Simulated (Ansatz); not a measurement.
```xyz
7

Si   -0.6054    0.2321   -0.6198
Br    0.2564   -1.8359   -0.3551
H    -1.5586    0.1280   -1.7582
H    -1.3133    0.6018    0.6308
H     0.5082    1.1572   -0.9458
H     1.3498   -0.5722    1.3488
F     1.3628    0.2890    1.6991
```

Computed with Ansatz, RKS PBE0-D4/def2-SVP.

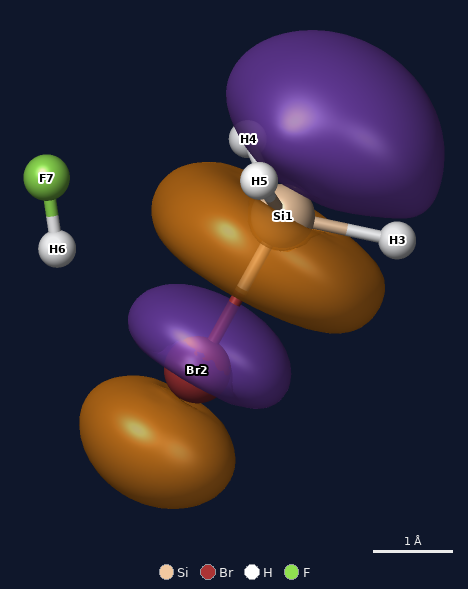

BrH₃Si···HF. One frontier orbital at ±0.1 Å⁻³ᐟ² (orange and purple are the two phases), seen at a tilt.

**Which orbital is it: HOMO or LUMO?**

The LUMO, at −0.40 eV. Its weight (Hirshfeld) is mainly on Si1 (about 55 %) and Br2 (about 30 %).
